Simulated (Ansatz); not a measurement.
C$_{4}$H$_{7}$FO$_{3}$Si

Input file:

```
crystal:
  periodic: [false, false, false]
  atoms:
    - {symbol: C, position_ang: [1.008787, 0.805074, 1.047627]}
    - {symbol: C, position_ang: [-0.068358, -0.120690, 1.609897]}
    - {symbol: C, position_ang: [-1.360989, -0.125413, 0.789533]}
    - {symbol: C, position_ang: [-2.041494, 1.264580, 0.806228]}
    - {symbol: F, position_ang: [-3.032554, 0.021145, -2.444694]}
    - {symbol: O, position_ang: [-1.115023, -0.520507, -0.571424]}
    - {symbol: O, position_ang: [-2.268667, 1.731133, -0.472101]}
    - {symbol: O, position_ang: [-2.334822, 1.883007, 1.796006]}
    - {symbol: Si, position_ang: [-1.753214, 0.597102, -1.630829]}
    - {symbol: H, position_ang: [1.926757, 0.766542, 1.665846]}
    - {symbol: H, position_ang: [0.669362, 1.861878, 1.028126]}
    - {symbol: H, position_ang: [1.286747, 0.511379, 0.015596]}
    - {symbol: H, position_ang: [-0.349054, 0.181389, 2.640313]}
    - {symbol: H, position_ang: [0.303065, -1.164716, 1.665104]}
    - {symbol: H, position_ang: [-2.083685, -0.839878, 1.244495]}
    - {symbol: H, position_ang: [-0.804800, 1.146920, -2.625554]}
basis:
  gaussian: {orbitals: def2-SVPD}
magnetization: {spin_polarized: false}
hamiltonian: {xc: pbe0}
output: {forces: true, orbitals: {seedname: orbitals}}
```

Command:

```sh
ansatz run input.yaml --threads 4 --pin off --max-ram 7830MiB --events-out events.jsonl --progress --plain --runs-dir runs
```

Geometry: PBE-D3(BJ)/def2-SVP.

Method: Ansatz, isolated molecule in a Gaussian basis; Kohn-Sham density functional theory, functional PBE0.

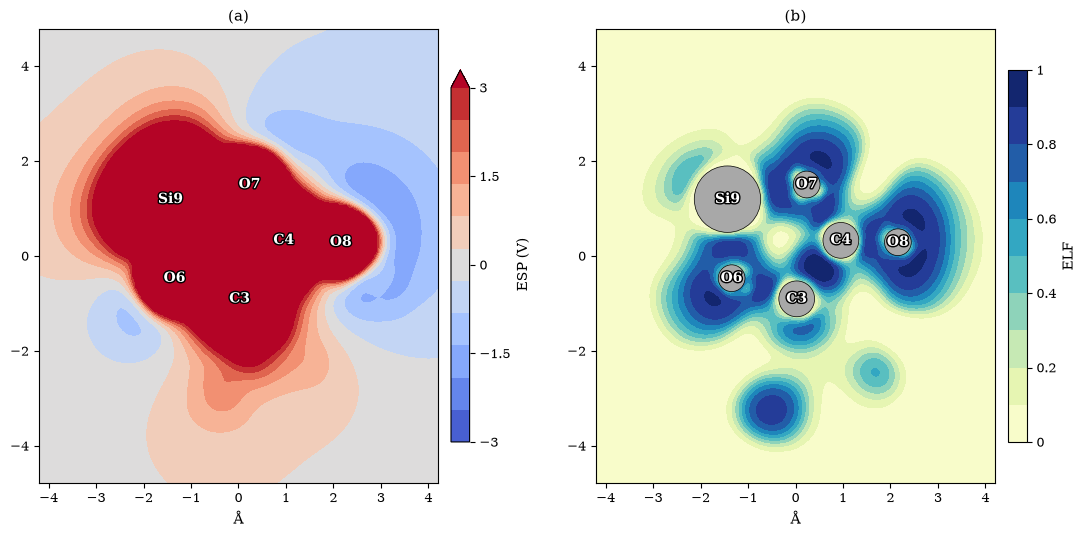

Figure 1. (a) molecular electrostatic potential; (b) ELF on the plane of atoms C3, O6 and Si9. Grey discs cover the atomic cores in the ELF map.

**Describe what can be read from this map.**

The plane passes through C, O and Si nuclei.
C–O (1.20 Å): the ELF peaks at about 0.85 between the atoms (a multiple bond).
C–C (1.55 Å): the ELF peaks at about 1 between the atoms; localised, covalent bonding.
Si–O (1.67 Å): the ELF peaks at about 0.90 between the atoms (a polar covalent bond).
C–O (1.38 Å): the ELF peaks at about 0.85 between the atoms (a polar covalent bond).
The ELF also peaks beside O6, O8 and O7, away from the bonds: lone-pair regions.
Outside the dense part of the molecule the potential is most negative (−1.8 V) near O8.

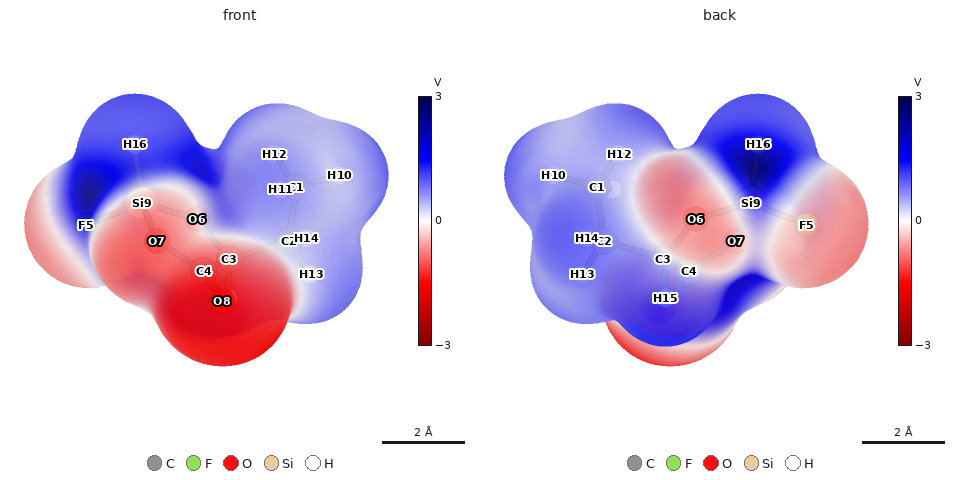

Figure 2. The molecular electrostatic potential painted on the density surface at 0.002 e/bohr³, seen from the front and from behind; red is negative and blue positive.

**Which sites attract a positive test charge, and which a negative one?**

A positive charge is drawn to the negative regions and a negative charge to the positive ones. The most negative region (about −1.6 V) lies over O8, the most positive (about +2.4 V) over Si9. O8 is the likeliest acceptor of a hydrogen bond.

**How polar is the molecule by this calculation?**

Its dipole moment is 2.98 D.

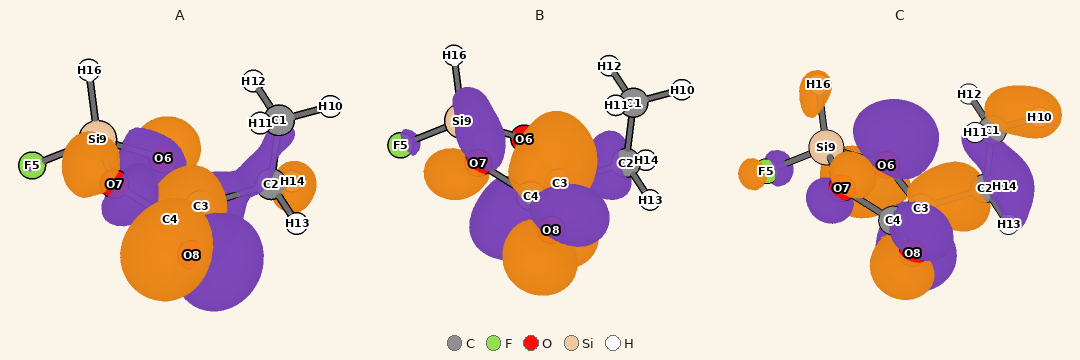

Figure 3. Three frontier orbitals at ±0.08 Å⁻³ᐟ² (orange and purple are the two phases), in no order.

**Which picture is the HOMO−1, the HOMO and the LUMO?**

C is the HOMO−1 (−9.21 eV). By Hirshfeld shares it lies mainly on O6 (about 40 %), C3 (about 15 %), O8 (about 10 %), C2 (about 10 %) and H15 (about 10 %). A is the HOMO (−8.51 eV). It lies mainly on O8 (about 55 %), C4 (about 10 %), C3 (about 10 %), O7 (about 10 %) and O6 (about 5 %). B is the LUMO (−0.70 eV). It lies mainly on C4 (about 40 %), O8 (about 25 %), O7 (about 10 %) and C3 (about 5 %); π-antibonding (π*) across C4–O8.

**What is the HOMO–LUMO gap?**

7.81 eV between the orbital energies.

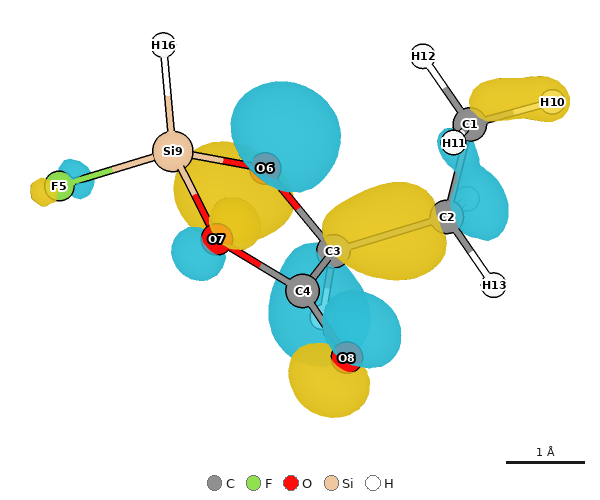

Figure 4. The HOMO−1 at ±0.15 Å⁻³ᐟ² (yellow and cyan are the two phases), seen at a tilt.

**What is the character of this orbital?**

By Hirshfeld shares it lies mainly on O6 (about 40 %), C3 (about 15 %), O8 (about 10 %), C2 (about 10 %) and H15 (about 10 %). Its energy is −9.21 eV.
